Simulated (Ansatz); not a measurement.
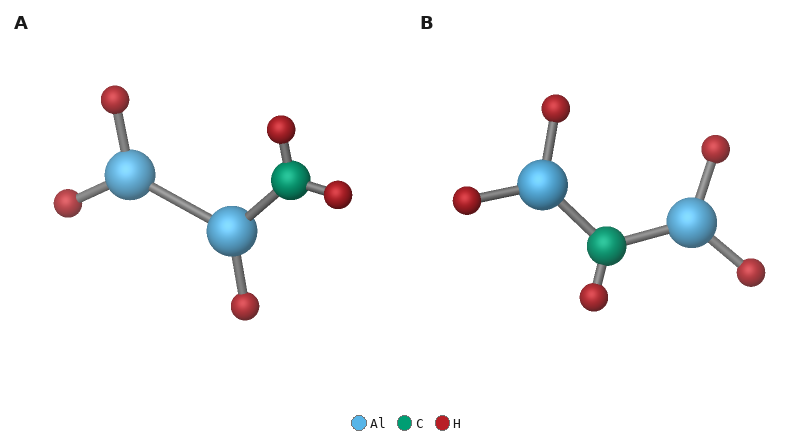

2 stationary structures of one formula. The species has charge −1 and is a spin singlet. Geometries: PBE-D4/def2-SVPD. Electronic energies: PBE-D4/def2-SVPD (Ansatz 0.2.0), without zero-point energy. No frequency run is at hand to confirm each as a minimum. Each is one conformer, not always the lowest.

Which structure is the most stable?

Answer. B is lowest (C2v); A lies 14.8 kcal/mol above it (Cs).
